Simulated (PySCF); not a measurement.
# singlet CH5Si+ at 5 levels

Wanted: a comparison of 5 runs (BLYP/aug-cc-pVDZ, PBE/aug-cc-pVDZ, SVWN5/aug-cc-pVDZ, revPBE/aug-cc-pVDZ, CCSD(T)/aug-cc-pVDZ) of singlet CH5Si+. The job is set up through a Python script.

Program for the calculation: PySCF 2.14.0.

3 further runs of the same task are left out: 3 set aside as unsound or not needed.

**1. The structure to begin with**

CH5Si+ has 7 atoms, charge +1, and is taken as a singlet. As SMILES of the parent species, `C[SiH2]`. The shape is that of a PBE0-D4/def2-TZVP optimisation. That shape belongs to the parent species and isn't relaxed for this state.

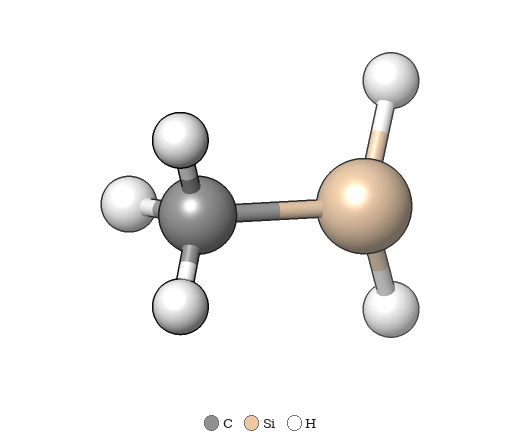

Viewed from a chosen angle; carbon grey, silicon light orange, hydrogen white.

**2. A single-point energy at BLYP/aug-cc-pVDZ (run 1)**

File job.py:

```python
from pyscf import gto, dft

mol = gto.Mole()
mol.atom = '''
C   -0.122600  -0.803200   0.095200
Si   0.176200   1.034800   0.314000
H   -0.204800  -1.054900  -0.966600
H    0.699200  -1.383300   0.519500
H   -1.047100  -1.107700   0.589500
H   -0.951500   1.846400  -0.225700
H    1.450600   1.468000  -0.326000
'''
mol.basis = 'aug-cc-pvdz'
mol.charge = 1
mol.max_memory = 1860
mol.verbose = 3
mol.build()

calc0 = dft.RKS(mol)
calc0.xc = 'blyp'
calc0.conv_tol = 1e-10
calc0.grids.level = 5
calc0.kernel()
if not calc0.converged:
    calc0 = calc0.newton().run(calc0.mo_coeff, calc0.mo_occ)

e_tot = calc0.e_tot
print('E = %.10f Eh' % e_tot)
```

Command:

```console
$ OMP_NUM_THREADS=1 python job.py
```

Standard output:

```text
converged SCF energy = -330.21990219047
E = -330.2199021905 Eh
```

Wall time 12 s (1 thread of Arm Neoverse V2, shared host); peak memory 0.46 GiB.

**3. The energy at PBE/aug-cc-pVDZ (run 2)**

File calc.py:

```python
from pyscf import gto, dft

mol = gto.Mole()
mol.atom = [
    ('C', (-0.122600, -0.803200, 0.095200)),
    ('Si', (0.176200, 1.034800, 0.314000)),
    ('H', (-0.204800, -1.054900, -0.966600)),
    ('H', (0.699200, -1.383300, 0.519500)),
    ('H', (-1.047100, -1.107700, 0.589500)),
    ('H', (-0.951500, 1.846400, -0.225700)),
    ('H', (1.450600, 1.468000, -0.326000)),
]
mol.basis = 'aug-cc-pvdz'
mol.charge = 1
mol.verbose = 3
mol.max_memory = 1860
mol.build()

myscf = dft.RKS(mol, xc='pbe')
myscf.conv_tol = 1e-10
myscf.grids.level = 5
myscf.kernel()
if not myscf.converged:
    myscf = myscf.newton().run(myscf.mo_coeff, myscf.mo_occ)

e_final = myscf.e_tot
print('E = %.10f Eh' % e_final)
```

Command:

```console
$ OMP_NUM_THREADS=1 python calc.py
```

Standard output:

```text
converged SCF energy = -330.036180772006
E = -330.0361807720 Eh
```

Run time: 12 s. Hardware: 1 thread of Arm Neoverse V2, shared host; peak memory 0.46 GiB.

Run 3 isn't shown in full; the table further down has it.

**4. A single-point energy at revPBE/aug-cc-pVDZ (run 4)**

File run.py:

```python
from pyscf import gto, dft

molecule = gto.M(
    atom='''
C       -0.122600      -0.803200       0.095200
Si       0.176200       1.034800       0.314000
H       -0.204800      -1.054900      -0.966600
H        0.699200      -1.383300       0.519500
H       -1.047100      -1.107700       0.589500
H       -0.951500       1.846400      -0.225700
H        1.450600       1.468000      -0.326000
''',
    basis='aug-cc-pvdz',
    verbose=3,
    max_memory=1860,
    charge=1,
)

calc0 = dft.RKS(molecule, xc='revpbe')
calc0.grids.level = 5
calc0.conv_tol = 1e-10
calc0.kernel()
if not calc0.converged:
    calc0 = calc0.newton().run(calc0.mo_coeff, calc0.mo_occ)

energy = calc0.e_tot
print('Final energy', energy)
```

Command:

```console
$ OMP_NUM_THREADS=1 python run.py
```

Standard output:

```text
converged SCF energy = -330.183009877715
Final energy -330.18300987771505
```

Wall time 12 s (1 thread of Arm Neoverse V2, shared host); peak memory 0.46 GiB.

**5. The energy at CCSD(T)/aug-cc-pVDZ (run 5)**

File run.py:

```python
from pyscf import gto, scf, cc

mol = gto.M(
    atom='''
C       -0.122600      -0.803200       0.095200
Si       0.176200       1.034800       0.314000
H       -0.204800      -1.054900      -0.966600
H        0.699200      -1.383300       0.519500
H       -1.047100      -1.107700       0.589500
H       -0.951500       1.846400      -0.225700
H        1.450600       1.468000      -0.326000
''',
    charge=1,
    max_memory=1860,
    verbose=3,
    spin=0,
    basis='aug-cc-pvdz',
)

hf = scf.RHF(mol)
hf.conv_tol = 1e-10
hf.kernel()
if not hf.converged:
    hf = hf.newton().run(hf.mo_coeff, hf.mo_occ)

mycc = cc.CCSD(hf, frozen=6)
mycc.kernel()
e_t = mycc.ccsd_t()
etot = mycc.e_tot + e_t
print('E(%s) = %.9f' % ('CCSD(T)', etot))
```

Command:

```console
$ OMP_NUM_THREADS=1 python run.py
```

Standard output:

```text
converged SCF energy = -329.38692696149
E(CCSD) = -329.6630239561346  E_corr = -0.2760969946441326
CCSD(T) correction = -0.00782802549360202
E(CCSD(T)) = -329.670851982
```

Wall time 16 s (1 thread of Arm Neoverse V2, shared host); peak memory 0.47 GiB.

**6. All runs side by side**

```csv
run,level,integration grid,frozen core orbitals,energy (Eh),HOMO energy (eV),LUMO energy (eV),HOMO–LUMO gap (eV),wall time
1,BLYP/aug-cc-pVDZ,5,–,-330.219902,-14.47,-11.24,3.24,12 s
2,PBE/aug-cc-pVDZ,5,–,-330.036181,-14.60,-11.31,3.29,12 s
3,SVWN5/aug-cc-pVDZ,5,–,-328.675506,-14.64,-11.46,3.19,8.4 s
4,revPBE/aug-cc-pVDZ,5,–,-330.183010,-14.57,-11.23,3.33,12 s
5,CCSD(T)/aug-cc-pVDZ,–,6,-329.670852,-18.90,-6.95,11.94,16 s
```

**7. Summary of results**

| quantity | value |
| --- | --- |
| run 5: total energy | -329.67085 Eh |
| run 5: HOMO energy (Hartree–Fock orbitals) | -18.90 eV |
| run 5: LUMO energy (Hartree–Fock orbitals) | -6.95 eV |
| run 5: HOMO–LUMO gap (Hartree–Fock orbitals) | 11.94 eV |
| run 5: correlation energy (6 core orbitals frozen) | -283.9 mEh |
| run 5: (T) correction | -7.83 mEh |
| run 5: T1 diagnostic | 0.012 |

**Reading.** Over runs 1, 2, 3, 4 the HOMO–LUMO gap runs from 3.19 eV (SVWN5/aug-cc-pVDZ) to 3.33 eV (revPBE/aug-cc-pVDZ). Totals of different functionals can't be ranked against each other. All runs together took 60 s, the longest 16 s.
